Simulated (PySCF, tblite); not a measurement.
# C₆H₁₀O₂Si: geometry, infrared bands and NMR shifts

Aim: predict the infrared bands and NMR shifts of C₆H₁₀O₂Si (`C[SiH](C)/C=C/C(=O)C=O`).

The runs use tblite 0.8.0 and PySCF 2.14.0, with density-fitted response routines of our own; the level of theory stands in each step. All values are computed, except where a source is named. Atoms are numbered from 0 throughout.

## 1. The starting structure

19 atoms, charge 0, multiplicity 1; geometry from: force field or distance geometry start.

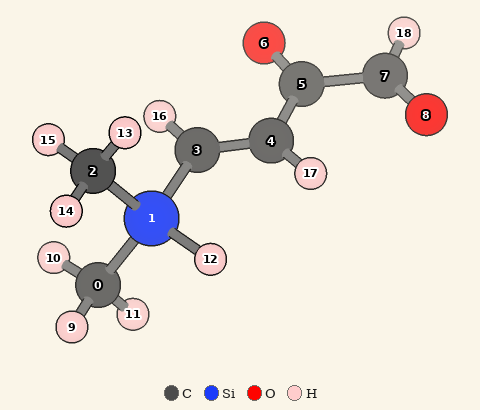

The starting geometry (carbon dark grey, silicon blue, oxygen red, hydrogen pink), atoms numbered; sticks join atoms by distance.

## 2. Optimising the geometry with GFN2-xTB

What the job is given:

```
{"job": {"kind": "relax", "xc": "GFN2-xTB", "basis": "xTB"}, "charge": 0, "multiplicity": 1}
C     -2.550300     0.049800    -1.068700
Si    -1.373500     0.026900     0.349600
C     -1.816200     1.292400     1.637100
C      0.358900     0.289000    -0.237700
C      1.359700    -0.603800    -0.087000
C      2.714400    -0.284700    -0.612300
O      3.015200     0.765500    -1.175100
C      3.805600    -1.322000    -0.418800
O      3.588200    -2.398100     0.128300
H     -3.586000    -0.134600    -0.722100
H     -2.547400     1.021800    -1.574200
H     -2.310700    -0.718100    -1.804300
H     -1.434700    -1.316900     1.003000
H     -1.137000     1.260100     2.484400
H     -2.842200     1.134400     2.011400
H     -1.790800     2.306600     1.225200
H      0.525700     1.242800    -0.711600
H      1.230600    -1.573600     0.385200
H      4.780400    -1.028200    -0.819700
```

Command:

```sh
$ OMP_NUM_THREADS=1 python probes_run.py task.json out
```

This one command runs all jobs of the session in turn.

**Question.** This job is followed by: GFN2-xTB harmonic vibrations, gas phase; GIAO PBE0/pcSseg-1 NMR shielding, non-relativistic, gas phase. Predict these results of the whole session: strongest single infrared mode (GFN2-xTB); zero-point energy (GFN2-xTB); 13C shifts against TMS (PBE0/pcSseg-1, means over atoms taken as alike); 1H shifts against TMS (PBE0/pcSseg-1, means over atoms taken as alike); 29Si shifts against TMS (PBE0/pcSseg-1); 17O shifts against H2O (PBE0/pcSseg-1); surface potential, least and greatest.

The runs gave:

```
                                                               quantity                                 value
                              strongest single infrared mode (GFN2-xTB)                  863 cm⁻¹, 304 km/mol
                                           zero-point energy (GFN2-xTB)                         88.1 kcal/mol
13C shifts against TMS (PBE0/pcSseg-1, means over atoms taken as alike)  199.2, 186.3, 168.1, 139.1, -2.7 ppm
 1H shifts against TMS (PBE0/pcSseg-1, means over atoms taken as alike)      9.48, 8.29, 7.89, 4.70, 0.28 ppm
                                29Si shifts against TMS (PBE0/pcSseg-1)                             -17.0 ppm
                                 17O shifts against H2O (PBE0/pcSseg-1)                      717.7, 642.5 ppm
                                  surface potential, least and greatest                    -1.30 V and 1.24 V
```

**Reading.** Over 33 steps the energy fell by 0.215 eV; of the close pairs, C0–Si1 changed most, 1.843 to 1.903 Å. All 51 modes are real, so the xTB geometry is a minimum. The strongest single mode, at 863 cm⁻¹, has its largest shares on H14, H9 and Si1 (the list is cut at 3 atoms). Unscaled tight-binding wavenumbers are off by several per cent, some by more. Its intensities can rank the bands wrongly. C7 (aldehyde carbonyl carbon) lies farthest downfield among carbon, at 199.2 ppm; the double bond to the heteroatom, with no lone-pair donor beside it, deshields it most. H18 (hydrogen on an aldehyde carbonyl carbon) lies farthest downfield among hydrogen, at 9.48 ppm; deshielded by the polar, anisotropic C=O bond. At PBE0/pcSseg-1: The widest tensor belongs to O8: span 1417 ppm, with a paramagnetic part of -787 ppm. At PBE0/pcSseg-1, counted by nearest atom on the grid, the HOMO lies on O6, O8 about 30 % each; C5, C7 about 8 % each, the LUMO on O6 22 %; C5 21 %.
